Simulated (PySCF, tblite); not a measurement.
**C4H7FNS radical: geometry, infrared bands and EPR parameters**

What infrared bands and EPR parameters should C4H7FNS radical (`C[C@H](CF)C([NH])=S`) show?

Computed with tblite 0.8.0 and PySCF 2.14.0, with density-fitted response routines of our own, on a single molecule in the gas phase. Atoms count from 0, in the outputs and in this text.

### Step 1. The molecule as given

14 atoms, charge 0, multiplicity 2; geometry from: force field or distance geometry start.

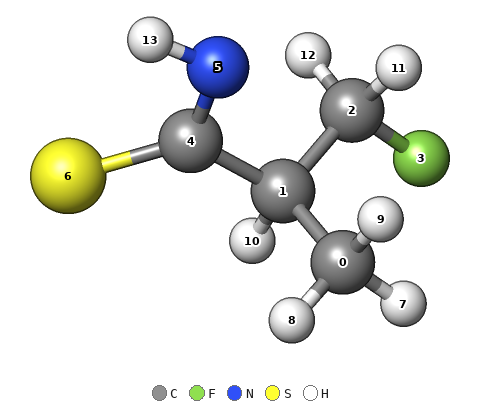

As it starts; carbon grey, fluorine green, nitrogen blue, sulfur yellow, hydrogen white, atoms numbered.

### Step 2. Geometry optimisation with GFN2-xTB

Job settings and geometry (Å):

```
{"job": {"kind": "relax", "xc": "GFN2-xTB", "basis": "xTB"}, "charge": 0, "multiplicity": 2}
C     -0.929800    -1.147400    -0.296000
C     -0.274300     0.047900     0.390500
C     -0.535400     1.341300    -0.343200
F     -1.877800     1.649900    -0.265700
C      1.227700    -0.191300     0.586600
N      1.932300    -0.116300    -0.543000
S      1.901200    -0.521800     2.071800
H     -2.018000    -1.003700    -0.331700
H     -0.729600    -2.079900     0.244000
H     -0.580500    -1.270800    -1.317000
H     -0.740500     0.132200     1.388300
H     -0.298000     1.278900    -1.408600
H      0.001400     2.185100     0.100600
H      2.920600    -0.304700    -0.298700
```

Started as:

```console
OMP_NUM_THREADS=1 python probes_run.py task.json out
```

One launch serves the whole session: the jobs run in the order shown.

Output:

```text
step      E/eV     max force
  0    -625.00445    3.993
  1    -625.22023    1.657
  2    -625.24502    0.584
  3    -625.25336    0.285
  4    -625.26089    0.190
  5    -625.26297    0.150
  6    -625.26499    0.102
  7    -625.26622    0.123
  8    -625.26779    0.121
  9    -625.26895    0.098
 10    -625.26960    0.054
 11    -625.26994    0.045
 12    -625.27025    0.055
 13    -625.27061    0.058
 14    -625.27092    0.043
 15    -625.27113    0.037
 16    -625.27133    0.057
 17    -625.27161    0.071
 18    -625.27197    0.068
 19    -625.27228    0.047
 20    -625.27252    0.044
 21    -625.27279    0.050
 22    -625.27317    0.070
 23    -625.27358    0.070
 24    -625.27388    0.046
 25    -625.27405    0.033
 26    -625.27420    0.042
 27    -625.27447    0.070
 28    -625.27486    0.080
 29    -625.27528    0.056
 30    -625.27560    0.042
 31    -625.27585    0.042
 32    -625.27611    0.054
 33    -625.27637    0.051
 34    -625.27663    0.035
 35    -625.27690    0.055
 36    -625.27724    0.064
 37    -625.27768    0.068
 38    -625.27812    0.062
 39    -625.27837    0.042
 40    -625.27851    0.029
 41    -625.27867    0.035
 42    -625.27882    0.033
 43    -625.27894    0.026
 44    -625.27903    0.033
 45    -625.27917    0.035
 46    -625.27941    0.056
 47    -625.27979    0.061
 48    -625.28023    0.058
 49    -625.28070    0.065
 50    -625.28133    0.074
 51    -625.28256    0.143
 52    -625.28349    0.210
 53    -625.28640    0.153
 54    -625.28799    0.108
 55    -625.28931    0.132
 56    -625.29027    0.195
 57    -625.29199    0.122
 58    -625.29244    0.388
 59    -625.29440    0.123
 60    -625.29544    0.093
 61    -625.29716    0.212
 62    -625.29796    0.065
 63    -625.29853    0.064
 64    -625.29914    0.067
 65    -625.29967    0.059
 66    -625.30042    0.088
 67    -625.30093    0.078
 68    -625.30131    0.062
 69    -625.30165    0.052
 70    -625.30193    0.035
 71    -625.30206    0.028
 72    -625.30215    0.027
 73    -625.30220    0.021
 74    -625.30229    0.023
 75    -625.30241    0.044
 76    -625.30254    0.040
 77    -625.30266    0.055
 78    -625.30277    0.035
 79    -625.30291    0.035
 80    -625.30309    0.035
 81    -625.30327    0.031
 82    -625.30345    0.027
 83    -625.30360    0.029
 84    -625.30373    0.023
 85    -625.30381    0.018
 86    -625.30385    0.015
 87    -625.30389    0.014
 88    -625.30393    0.016
 89    -625.30399    0.019
 90    -625.30406    0.020
 91    -625.30412    0.017
 92    -625.30418    0.021
 93    -625.30425    0.021
 94    -625.30434    0.024
 95    -625.30445    0.026
 96    -625.30455    0.026
 97    -625.30464    0.022
 98    -625.30470    0.017
 99    -625.30473    0.011
100    -625.30475    0.007
```

It took 0.47 s on 1 thread of Arm Neoverse V2, shared host.

Relaxation path: (not every step is listed)

```csv
step,energy from step 0 (eV),largest force (eV/Å)
0,0.0000,3.9929
1,-0.2158,1.6569
2,-0.2406,0.5836
3,-0.2489,0.2849
4,-0.2564,0.1896
5,-0.2585,0.1502
6,-0.2605,0.1024
7,-0.2618,0.1231
8,-0.2633,0.1212
16,-0.2669,0.0565
24,-0.2694,0.0463
32,-0.2717,0.0541
40,-0.2741,0.0287
48,-0.2758,0.0579
56,-0.2858,0.1946
64,-0.2947,0.0667
72,-0.2977,0.0267
80,-0.2986,0.0352
88,-0.2995,0.0158
95,-0.3000,0.0260
96,-0.3001,0.0262
97,-0.3002,0.0222
98,-0.3003,0.0166
99,-0.3003,0.0114
100,-0.3003,0.0070
```

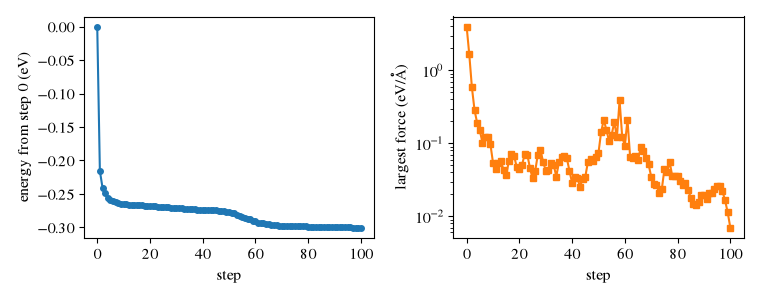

Energy and largest force along the relaxation.

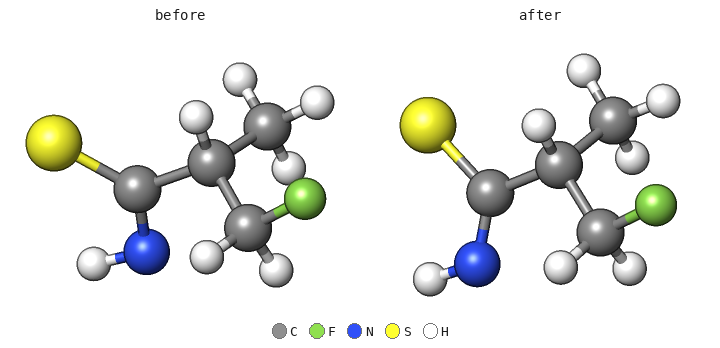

The geometry before (left) and after (right).

Close pairs (by a distance rule), those that changed most:

| bond | before (Å) | after (Å) | change (Å) |
| --- | --- | --- | --- |
| C4–S6 | 1.664 | 1.735 | +0.071 |
| C4–N5 | 1.333 | 1.262 | -0.071 |
| C1–C4 | 1.534 | 1.496 | -0.037 |
| N5–H13 | 1.035 | 1.014 | -0.021 |
| C1–C2 | 1.510 | 1.528 | +0.018 |
| C0–H7 | 1.098 | 1.087 | -0.011 |
| C0–H8 | 1.096 | 1.088 | -0.008 |
| C1–H10 | 1.105 | 1.097 | -0.008 |

The final coordinates are the input of the step that follows.

### Step 3. Harmonic vibrations with GFN2-xTB

Job settings and geometry (Å):

```
{"job": {"kind": "ir", "xc": "GFN2-xTB", "basis": "xTB"}, "charge": 0, "multiplicity": 2}
C     -0.989277    -1.160489    -0.156719
C     -0.263532     0.070413     0.396216
C     -0.525822     1.299945    -0.472177
F     -1.847472     1.657170    -0.381153
C      1.205436    -0.200710     0.484318
N      2.044021     0.431613    -0.216155
S      1.749103    -1.435448     1.575341
H     -2.053372    -0.952007    -0.228994
H     -0.842720    -2.016463     0.498222
H     -0.611035    -1.407980    -1.146468
H     -0.638482     0.272805     1.406573
H     -0.316808     1.094978    -1.525317
H      0.065150     2.156399    -0.136433
H      3.024133     0.189301    -0.119422
```

Output:

```text
mode    cm-1     km/mol
  1      34.8      0.29
  2      81.5      6.93
  3     153.5      1.63
  4     206.9      0.47
  5     225.7      3.27
  6     274.0      4.81
  7     323.7      1.08
  8     391.9     11.71
  9     442.1     10.42
 10     563.5     12.11
 11     736.0     30.72
 12     766.6     59.16
 13     884.4     14.63
 14     917.3     12.36
 15     958.4     26.25
 16    1046.4    105.28
 17    1066.9     17.87
 18    1117.3    156.20
 19    1124.4      2.15
 20    1151.6    132.96
 21    1214.3      9.57
 22    1264.0     20.11
 23    1279.0      0.32
 24    1333.0     16.44
 25    1404.8      5.66
 26    1446.9      1.17
 27    1486.4      6.28
 28    1490.0      5.97
 29    1620.1     82.89
 30    2929.1      7.75
 31    2965.4     21.71
 32    2972.4     16.14
 33    3036.5     24.57
 34    3038.2     16.43
 35    3052.6      9.46
 36    3377.6      0.02
```

Run time: 0.33 s. Hardware: 1 thread of Arm Neoverse V2, shared host.

Which atoms move in the most intense modes:

```
cm⁻¹  km/mol                                 atoms
 736    30.7   C4 27 %, H13 20 %, C1 18 %, N5 12 %
 767    59.2                              H13 69 %
 958    26.2   H8 24 %, H13 14 %, C1 12 %, H7 12 %
1046   105.3                      C2 48 %, F3 35 %
1117   156.2            H13 31 %, C1 11 %, C2 10 %
1152   133.0  H10 29 %, H13 15 %, C2 11 %, C4 11 %
1620    82.9                      C4 58 %, N5 39 %
3036    24.6                      H8 46 %, H9 45 %
```

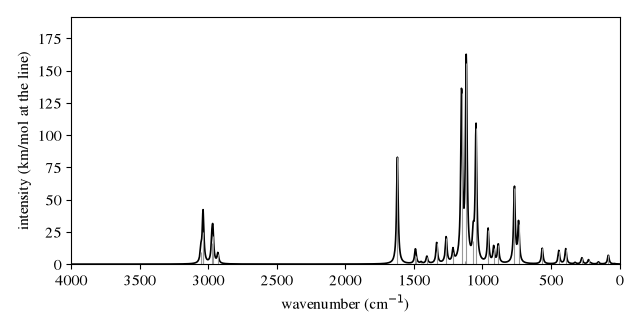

The infrared spectrum from these modes, unscaled. Lines are broadened to a width of 14 cm⁻¹ (Lorentzian).

### Step 4. g tensor and hyperfine couplings: B3LYP/pcH-1

The job, as its differences from that of step 3:

```diff
@@ -1,2 +1,2 @@
-{"job": {"kind": "ir", "xc": "GFN2-xTB", "basis": "xTB"}, "charge": 0, "multiplicity": 2}
+{"job": {"kind": "epr", "basis": "pcH-1"}, "charge": 0, "multiplicity": 2}
 C     -0.989277    -1.160489    -0.156719
```

With the program's defaults for keys left out, this is: UKS B3LYP, pcH-1 on C F H N S, non-relativistic, mean-field spin-orbit, GIAO.

Output:

```text
UKS, coarse grid
  cycle   1  E = -709.32903553  |g| = 4.44e-01
  cycle   2  E = -709.15766147  |g| = 7.76e-01
  cycle   3  E = -709.36522808  |g| = 2.56e-01
  cycle   4  E = -709.39849084  |g| = 5.13e-02
  cycle   5  E = -709.39937119  |g| = 1.97e-02
  cycle   6  E = -709.39954318  |g| = 6.85e-03
  cycle   7  E = -709.39957330  |g| = 4.70e-03
  cycle   8  E = -709.39958864  |g| = 2.54e-03
  cycle   9  E = -709.39959626  |g| = 1.36e-03
  cycle  10  E = -709.39959758  |g| = 5.16e-04
UKS, final grid
  cycle   1  E = -709.39959781  |g| = 9.28e-04
  cycle   2  E = -709.39959554  |g| = 2.58e-03
  cycle   3  E = -709.39959872  |g| = 2.25e-04
  cycle   4  E = -709.39959892  |g| = 2.00e-04
  cycle   5  E = -709.39959958  |g| = 1.50e-04
  cycle   6  E = -709.39959992  |g| = 1.30e-04
  cycle   7  E = -709.39960053  |g| = 1.21e-04
  cycle   8  E = -709.39960123  |g| = 6.12e-05
  cycle   9  E = -709.39960131  |g| = 3.11e-05
  cycle  10  E = -709.39960132  |g| = 1.13e-05
E = -709.39960132 Eh   <S^2> = 0.7533 (exact 0.7500)
g shifts (ppm)      1          2          3
  rmc          -235       -235       -235
  gc              2         70         36
  oz_so       -1846      12853     279609
  total       -1957      12690     279551
hyperfine (MHz)  atom isotope    a_iso     a_fc   dipolar eigenvalues
    0   13C       1.98       1.98     -1.05     -0.57      1.62
    1   13C       0.38       0.38     -1.10     -0.63      1.73
    2   13C       6.88       6.88     -0.39     -0.29      0.68
    3   19F       3.25       3.25     -3.85     -3.20      7.05
    4   13C     -18.72     -18.72     -5.62     -0.00      5.62
    5   14N      -0.21      -0.21     -9.03     -8.84     17.87
    6   33S      14.37      14.37    -83.25    -80.74    163.98
    7    1H       0.70       0.70     -1.23     -0.80      2.03
    8    1H       2.61       2.61     -3.88     -2.14      6.01
    9    1H      -0.07      -0.07     -1.46     -1.05      2.51
   10    1H       1.71       1.71     -2.85     -1.91      4.76
   11    1H      -0.12      -0.12     -1.45     -0.78      2.23
   12    1H       1.06       1.06     -1.57     -0.76      2.32
   13    1H      16.56      16.56    -13.03     -2.66     15.69
```

It took 53 s on 1 thread of Arm Neoverse V2, shared host; peak memory 1.1 GiB.

Principal g values 2.00036, 2.01501, 2.28187; g(iso) = 2.09908, against 2.00232 for a free electron. They are not to be trusted: the run shows nearly degenerate orbitals, where second-order g theory doesn't apply.

Hyperfine couplings; where a row names several nuclei, a(iso) is their mean (it holds for fast rotation or exchange) and the dipolar term the largest among them:

| nuclei | isotope | a(iso) (MHz) | a(iso) (G, at g = 2.0023) | largest dipolar term (MHz) |
| --- | --- | --- | --- | --- |
| C4 | 13C | -18.7 | -6.7 | 5.6 |
| H13 | 1H | 16.6 | 5.9 | 15.7 |
| S6 | 33S | 14.4 | 5.1 | 164.0 |
| C2 | 13C | 6.9 | 2.5 | 0.7 |
| F3 | 19F | 3.2 | 1.2 | 7.0 |
| C0 | 13C | 2.0 | 0.7 | 1.6 |
| H10 | 1H | 1.7 | 0.6 | 4.8 |
| H7, H8, H9 | 1H | 1.1 | 0.4 | 6.0 |
| H12 | 1H | 1.1 | 0.4 | 2.3 |
| C1 | 13C | 0.4 | 0.1 | 1.7 |
| N5 | 14N | -0.2 | -0.1 | 17.9 |
| H11 | 1H | -0.1 | 0.0 | 2.2 |

Mulliken spin populations:

C0 0.00; C1 0.00; C2 0.00; F3 0.00; C4 -0.05; N5 0.15; S6 0.88; H7 0.00; H8 0.00; H9 0.00; H10 0.00; H11 0.00; H12 0.00; H13 0.00

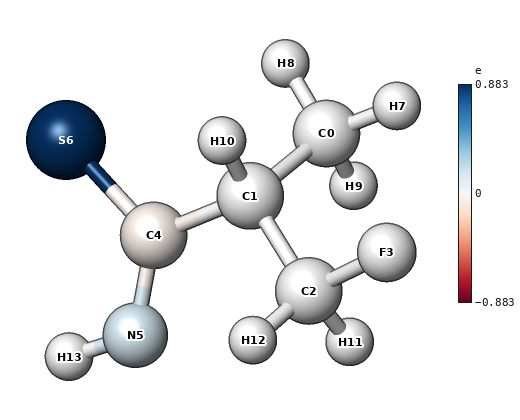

Mulliken spin populations, as colours on the atoms.

The fields below are evaluated on a grid from the run's orbitals.

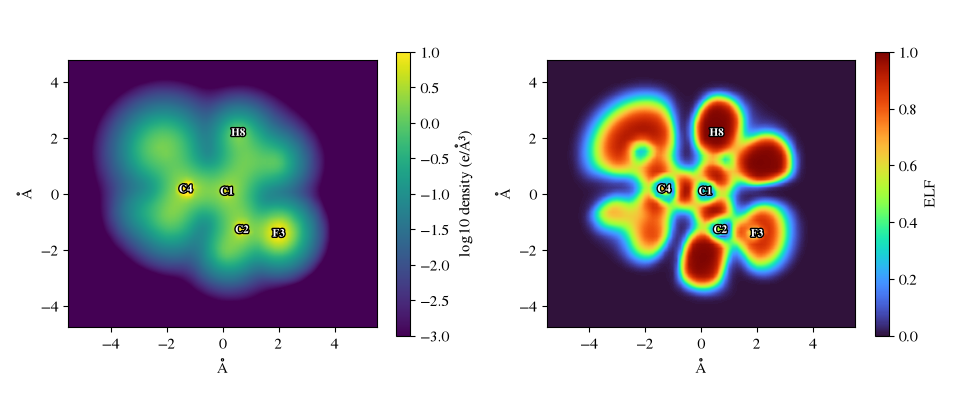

Density (left) and ELF (right) in a plane through or near 5 of the atoms.

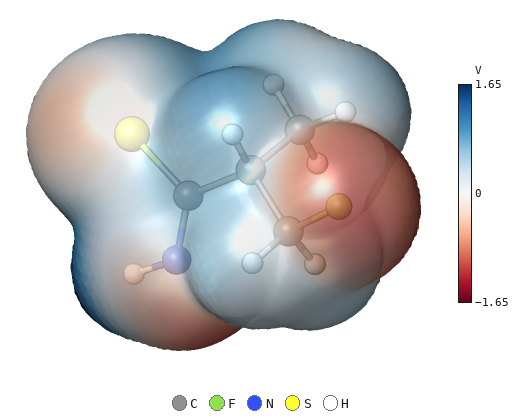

Electrostatic potential on the surface of density 0.002 e/bohr³; red is low, blue high. It runs from -1.04 V near F3 to 1.65 V near H13.

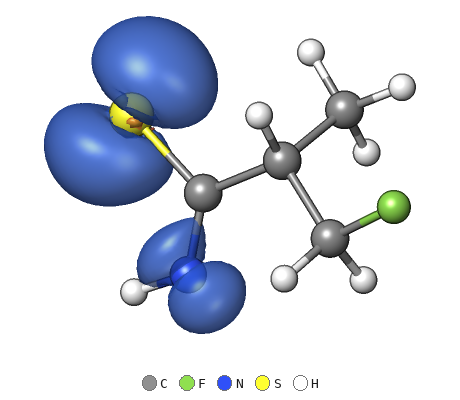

Spin density at ±0.03 e/Å³ (alpha excess blue, beta excess red).

### Step 5. Results

| quantity | value |
| --- | --- |
| strongest single infrared mode (GFN2-xTB) | 1117 cm⁻¹, 156 km/mol |
| zero-point energy (GFN2-xTB) | 66.3 kcal/mol |
| g(iso) (B3LYP) | 2.09908 |
| ⟨S²⟩ | 0.753 (exact 0.75) |
| largest a(iso) (averaged by class) | 13C on C4, -18.7 MHz |
| potential on the surface of density 0.002 e/bohr³, 1st and 99th percentile | -1.04 V and 1.65 V |
| property runs in this session | 1, of which 0 failed and 1 gave unsound results |

Over 100 steps the energy fell by 0.300 eV; of the close pairs, C4–S6 changed most, 1.664 to 1.735 Å. No mode is imaginary among the 36: a minimum at this level. The strongest single mode, at 1117 cm⁻¹, has its largest shares on H13, C1 and C2 (the list is cut at 3 atoms). GFN2-xTB is a fitted tight-binding method: band positions and strengths are rough. Its intensities can rank the bands wrongly. Most of the unpaired spin sits on S6 (0.88 e). The isotropic g lies 96.8 ppt above the free-electron value. These values are not to be trusted: the run shows nearly degenerate orbitals, where second-order g theory doesn't apply.
